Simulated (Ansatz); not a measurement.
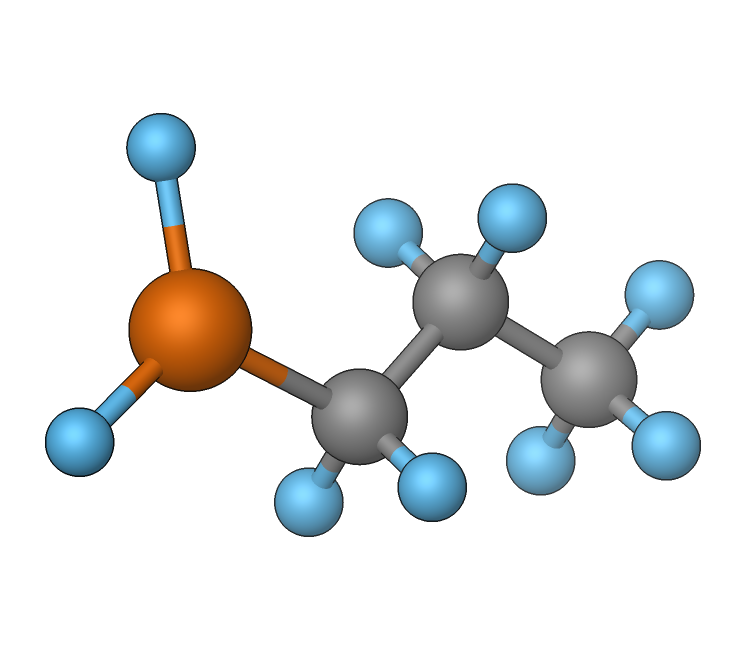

A ball-and-stick model of a molecule. Colours: carbon grey, aluminium orange, hydrogen blue.

Computed geometry: PBE0-D4/def2-TZVP optimisation.

**What is the molecular formula?**

C₃H₉Al, 13 atoms: 3 carbon, 9 hydrogen and 1 aluminium.

**Count the bonded pairs by element.**

7 C–H, 2 C–C, 2 Al–H, 1 C–Al.

**How many atoms are distinct by symmetry?**

10: 1 C, 1 C, 1 C, 1 Al, 2 H, 1 H, 2 H, 2 H, 1 H, 1 H.

More results for the same structure follow; atom numbers are the same in all pictures, views and colours differ.

## Shape

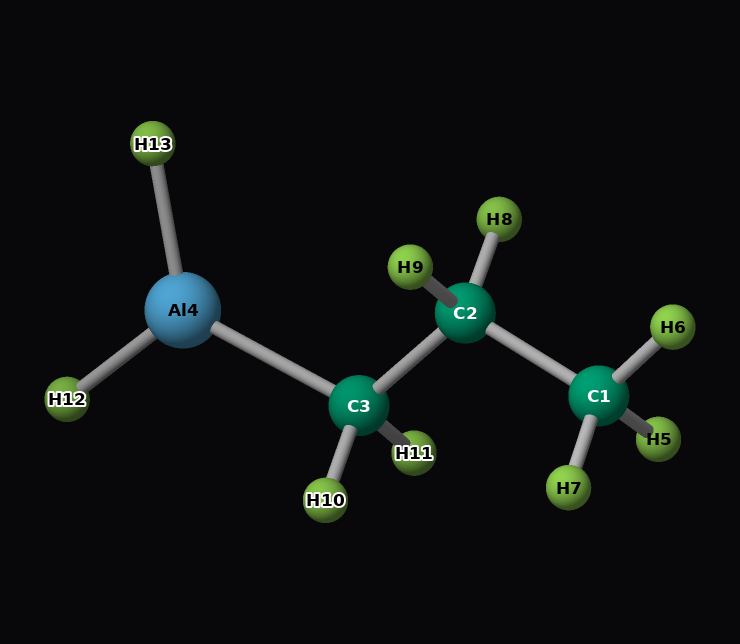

Which atoms are bonded, and how long are the bonds?

```json
{"bond": "C1–C2", "length (Å)": "1.521"}
{"bond": "C1–H5", "length (Å)": "1.094"}
{"bond": "C1–H6", "length (Å)": "1.093"}
{"bond": "C1–H7", "length (Å)": "1.094"}
{"bond": "C2–C3", "length (Å)": "1.528"}
{"bond": "C2–H8", "length (Å)": "1.096"}
{"bond": "C2–H9", "length (Å)": "1.096"}
{"bond": "C3–Al4", "length (Å)": "1.958"}
{"bond": "C3–H10", "length (Å)": "1.100"}
{"bond": "C3–H11", "length (Å)": "1.100"}
{"bond": "Al4–H12", "length (Å)": "1.591"}
{"bond": "Al4–H13", "length (Å)": "1.592"}
```

## Vibrations

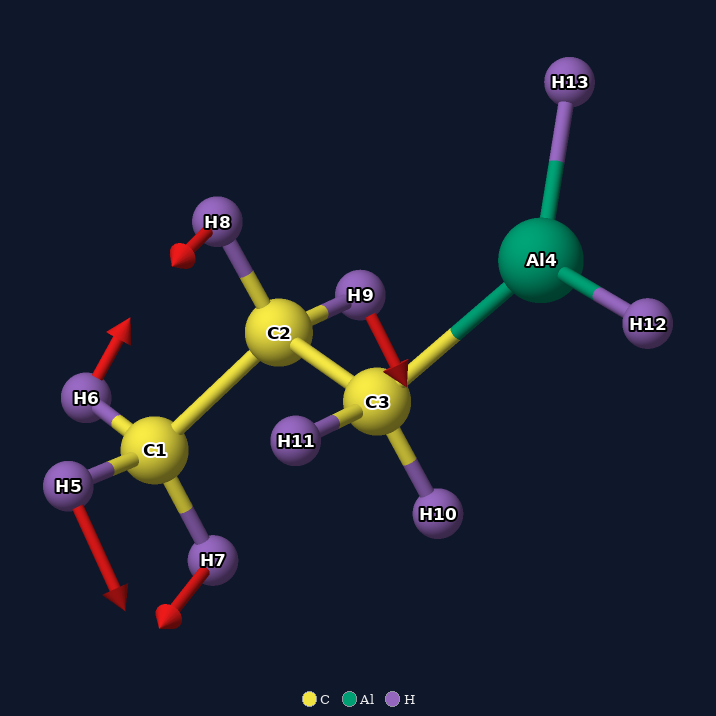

The arrows show one normal mode. Harmonic vibrations computed with RKS PBE0-D4/def2-TZVP (Ansatz 0.2.0) at a stationary point of the same level.

**What kind of motion is it?**

Mostly H–C–H bending.

**At what wavenumber does it lie?**

1494 cm⁻¹; it is mode 24 of 33 counted from the lowest.

## Levels of theory compared

Program: Ansatz 0.2.0.

Tabulate HOMO energy (eV), HOMO–LUMO gap (eV) at these levels: B3LYP-D4/def2-TZVPP; BHLYP-D4/def2-TZVPP; PBE-D4/def2-TZVPP; PBE0-D4/def2-TZVPP; r2SCAN-D4/def2-TZVPP; r2SCAN0-D4/def2-TZVPP; r2SCANh-D4/def2-TZVPP; ωB97M-V/def2-QZVPP; ωB97M-V/def2-TZVPP.

```csv
level,HOMO energy (eV),HOMO–LUMO gap (eV)
B3LYP-D4/def2-TZVPP,−7.35,5.82
BHLYP-D4/def2-TZVPP,−8.71,8.15
PBE-D4/def2-TZVPP,−6.32,4.25
PBE0-D4/def2-TZVPP,−7.55,6.25
r2SCAN-D4/def2-TZVPP,−6.56,4.85
r2SCAN0-D4/def2-TZVPP,−7.71,6.62
r2SCANh-D4/def2-TZVPP,−7.02,5.56
ωB97M-V/def2-QZVPP,−9.76,9.83
ωB97M-V/def2-TZVPP,−9.76,10.02
```

## Dipole moment

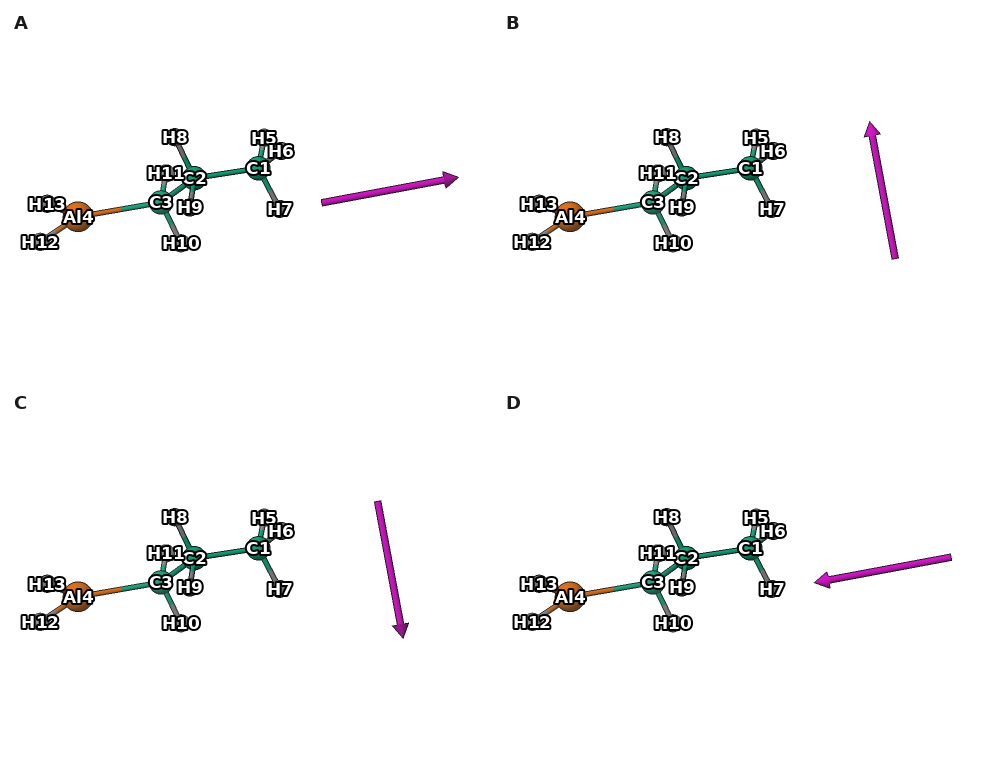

The same molecule four times, each with an arrow. Properties computed with RKS r2SCAN-D4/def2-TZVPP (Ansatz 0.2.0).

**Which arrow points along the dipole moment, from the negative to the positive end?**

A. The dipole moment is 0.78 D; it points from the side of H12, H13 to the side of H6 (the outermost atoms at the two ends).

## Charges

The questions are on Mulliken charges. Method: RKS PBE-D4/def2-TZVPP (Ansatz 0.2.0).

Give the Mulliken charges atom by atom.

```
atom  value (e)
  C1      −0.25
  C2      −0.08
  C3      −0.26
 Al4       0.35
  H5       0.07
  H6       0.08
  H7       0.07
  H8       0.06
  H9       0.06
 H10       0.07
 H11       0.07
 H12      −0.12
 H13      −0.12
```

Mulliken values depend strongly on the basis set and can even reverse the polarity of a bond.
